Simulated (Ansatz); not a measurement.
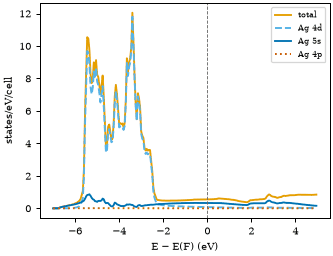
Fig. 1. Total and projected density of states of Ag (β-Sn type, space group No. 141), PBE in the plane-wave PAW code Ansatz

Problem. Which orbitals carry the states next to the Fermi level?

Solution. Within 0.5 eV of the Fermi level: Ag 5s 59 %, Ag 4d 13 %, outside the projected shells 27 %. Projections are on Löwdin-orthogonalised atomic valence shells; empty p or d shells of many metals are not among them.

Problem. Where is the tallest occupied peak in this window, and what makes it?

Solution. Near -3.4 eV, about 12 states/eV per cell; the largest projected share is Ag 4d.

Space group I4_1/amd (β-Sn type). The start of the workflow was typed in or built on a structure type; neither database checked (COD, Materials Project) lists it. It is not the phase usual at ambient conditions (space group No. 225). The cell was relaxed with PBE under the symmetry of its start; its stability against distortions is not shown here. The run is not spin-polarised. Scalar-relativistic: spin–orbit coupling is off unless named, which matters more the heavier the elements.

Potentials: the earlier of the program's two PAW sets.
